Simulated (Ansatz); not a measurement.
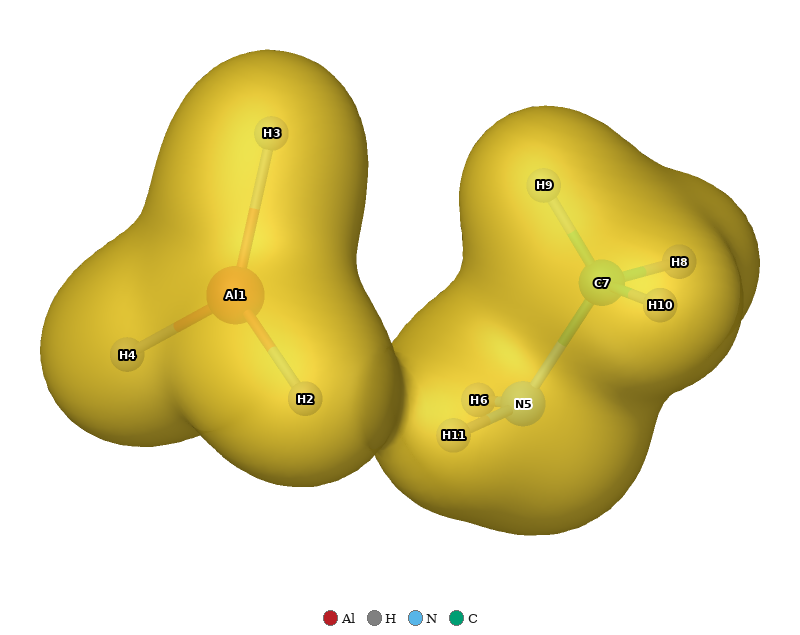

Figure. AlH3···CH5N. Isosurface of the electron density at 0.1 e/Å³ (yellow), seen at a tilt.

Not at a stationary point (largest force 0.8 eV/Å).

Level of theory: Ansatz 0.2.0, RKS LDA/6-31G*.

The calculation's input:

```
crystal:
  periodic: [false, false, false]
  atoms:
    - { symbol: Al, position_ang: [0.0, 0.0, 0.0] }
    - { symbol: H, position_ang: [0.0, 0.0, 1.91] }
    - { symbol: H, position_ang: [1.351, 0.0, -0.78] }
    - { symbol: H, position_ang: [-1.351, 0.0, -0.78] }
    - { symbol: "N", position_ang: [0.0928, -2.1047, 0.7] }
    - { symbol: H, position_ang: [-0.4256, -2.8627, 0.1705] }
    - { symbol: C, position_ang: [0.8731, -2.4472, 1.8978] }
    - { symbol: H, position_ang: [1.0131, -3.5472, 1.9468] }
    - { symbol: H, position_ang: [1.8645, -1.9503, 1.8488] }
    - { symbol: H, position_ang: [0.3317, -2.103, 2.8036] }
    - { symbol: H, position_ang: [0.0453, -1.027, 1.8385] }
basis:
  gaussian: { orbitals: "6-31G*" }
hamiltonian:
  xc: lda
relax:
  f_tol: 0.15
  max_steps: 25
  restrain:
    - { distance: [0, 4], at: 3.12, k: 30.0 }
    - { distance: [10, 1], at: 1.86, k: 30.0 }
    - { distance: [0, 1], at: 1.56, k: 30.0 }
    - { distance: [10, 4], at: 1.06, k: 30.0 }
output:
  orbitals: {}
```

Launched as:

```sh
ansatz run input.yaml --threads 1 --pin off --max-ram 2048MiB --backend cpu --events-out ev --progress --plain --runs-dir out
```

The fields are those of the run's last geometry, not of the input's.

Question: What does this surface tell about the bonding?

Answer: At this value the surface is in one piece. It bridges the sampled Al···H (2.52 Å), C–N (1.45 Å), N–H (1.03 Å) and C–H (1.10 Å) contacts, where the density stays above the isovalue. On the grid the lowest density along these lines, outside the cores, is 0.12 e/Å³ (Al···H, 2.52 Å), 1.8 e/Å³ (C–N, 1.45 Å), 2.1 e/Å³ (N–H, 1.03 Å) and 1.8 e/Å³ (C–H, 1.10 Å).
